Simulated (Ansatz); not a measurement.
# U-wB97X/STO-3G run of GeH3 (SMILES [GeH3])

Aim: the energy change on altering one bond length of GeH3 at U-wB97X/STO-3G, from 2 runs. 

The calculation is run with Ansatz 0.2.0.

27 further runs of the same task are left out: 1 that didn't finish, 26 set aside as unsound or not needed.

**1. The molecule**

GeH3 has 4 atoms, charge 0, and is taken as a doublet. SMILES: `[GeH3]`. The shape is that of a PBE0-D4/def2-TZVP optimisation.

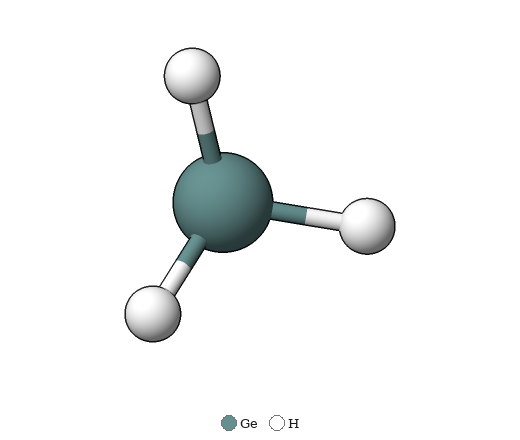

Viewed from a chosen angle; germanium teal, hydrogen white.

**2. A single-point energy at U-wB97X/STO-3G**

The input, molecule.yaml:

```yaml
crystal:
  periodic: [false, false, false]
  atoms:
    - {symbol: Ge, position_ang: [0.214600, -0.125900, -0.249400]}
    - {symbol: H, position_ang: [1.055000, 0.109600, 1.018300]}
    - {symbol: H, position_ang: [-0.882800, -1.175900, -0.000100]}
    - {symbol: H, position_ang: [-0.386800, 1.192200, -0.768800]}
basis:
  gaussian: {orbitals: STO-3G}
magnetization: {spin_polarized: true, initial_magnetization: 1}
accuracy: high
hamiltonian: {xc: {name: wB97X}}
```

Run with:

```bash
$ ansatz run molecule.yaml --threads 1 --pin off --max-ram 2610MiB --events-out events.jsonl --progress --plain --runs-dir runs
```

Standard output:

```text
Warning: RAYON_NUM_THREADS=1 ignored (pool sized by the plan → 1); use --threads N
Functional definition: wB97X
  name "wB97X"
  parameter omega = 0.3/bohr
  parameter cx = 0.157706
  parameter cx1 = 0.726479
  parameter cx2 = 1.04760
  parameter cx3 = -5.70635
  parameter cx4 = 13.2794
  parameter css1 = -4.33879
  parameter css2 = 18.2308
  parameter css3 = -31.7430
  parameter css4 = 17.2901
  parameter cos1 = 2.37031
  parameter cos2 = -11.3995
  parameter cos3 = 6.58405
  parameter cos4 = -3.78132
  exchange = spin_sum(e_x_unif_sr(omega)*poly(b97_u_x, 1 - cx, cx1, cx2, cx3, cx4)) + cx*exact_x_sr(omega)
      + exact_x_lr(omega)
  correlation = spin_sum(e_c_pw_same_spin*poly(b97_u_same, 1, css1, css2, css3, css4))
      + integral(e_c_pw_opposite_spin*poly(b97_u_opposite, 1, cos1, cos2, cos3, cos4))
263 factors; integrals over basis functions are off by at most 1.2e-8 eV
95 factors; integrals over basis functions are off by at most 5.0e-10 eV
mean field evaluation 1: about -55914.5076 eV, gradient 4.7e0 eV
mean field evaluation 2: about -55914.7287 eV, gradient 1.2e0 eV
mean field evaluation 4: about -55914.7552 eV, gradient 1.4e-1 eV
mean field evaluation 8: about -55914.7319 eV, gradient 1.4e-2 eV
mean field evaluation 16: about -55914.7319 eV, gradient 4.1e-5 eV
mean field evaluation 32: about -55914.4911 eV, gradient 2.5e0 eV
mean field -55914.73192049 eV, -2054.8284977116 hartree, gradient 7.0e-8 eV, S^2 0.751659; 4 other end points of the search recorded, 0 dependent functions left out
reference -55914.73191910 eV, -2054.8284976603 hartree; 18, 17 occupied and 3, 4 virtual orbitals, 263 factors
Total energy: -55914.73191910 eV, -2054.8284976603 hartree
```

Wall time 8.7 s (1 thread of Arm Neoverse V1, shared host); peak memory 0.32 GiB.

**3. The distorted shape**

The input, run.yaml:

```yaml
crystal:
  periodic: [false, false, false]
  atoms:
    - symbol: Ge
      position_ang: [0.364957, -0.455440, -0.119544]
    - symbol: H
      position_ang: [1.205357, -0.219940, 1.148156]
    - symbol: H
      position_ang: [-0.732443, -1.505440, 0.129756]
    - symbol: H
      position_ang: [-0.386800, 1.192200, -0.768800]
basis:
  gaussian: {orbitals: STO-3G}
magnetization: {spin_polarized: true, initial_magnetization: 1}
hamiltonian: {xc: {name: wB97X}}
accuracy: high
```

Run with:

```bash
$ ansatz run run.yaml --threads 1 --pin off --max-ram 2610MiB --events-out events.jsonl --progress --plain --runs-dir runs
```

Standard output, shortened:

```text
Warning: RAYON_NUM_THREADS=1 ignored (pool sized by the plan → 1); use --threads N
[... 2 set-up lines as earlier in the session ...]
[...]
      + exact_x_lr(omega)
[...]
      + integral(e_c_pw_opposite_spin*poly(b97_u_opposite, 1, cos1, cos2, cos3, cos4))
259 factors; integrals over basis functions are off by at most 1.5e-8 eV
95 factors; integrals over basis functions are off by at most 6.6e-10 eV
[...]
mean field -55913.21484058 eV, -2054.7727460529 hartree, gradient 5.4e-8 eV, S^2 0.751389; 4 other end points of the search recorded, 0 dependent functions left out
reference -55913.21483913 eV, -2054.7727459997 hartree; 18, 17 occupied and 3, 4 virtual orbitals, 259 factors
Total energy: -55913.21483913 eV, -2054.7727459997 hartree
```

Wall time 9.3 s (1 thread of Arm Neoverse V1, shared host); peak memory 0.32 GiB.

**4. Summary of results**

At U-wB97X/STO-3G:

```
                                                          quantity           value
                                         first shape: total energy  -2054.82850 Eh
                                                 first shape: ⟨S²⟩           0.752
                                     distorted shape: total energy  -2054.77275 Eh
                                             distorted shape: ⟨S²⟩           0.751
energy change with the Ge1–H4 bond stretched from 1.539 to 1.924 Å        1.517 eV
```

What this shows: With the Ge1–H4 bond stretched from 1.539 to 1.924 Å the energy rises by 1.52 eV (35 kcal/mol). The first shape isn't relaxed at this level, so the change isn't measured from a minimum. The minimal basis adds a large error of its own.
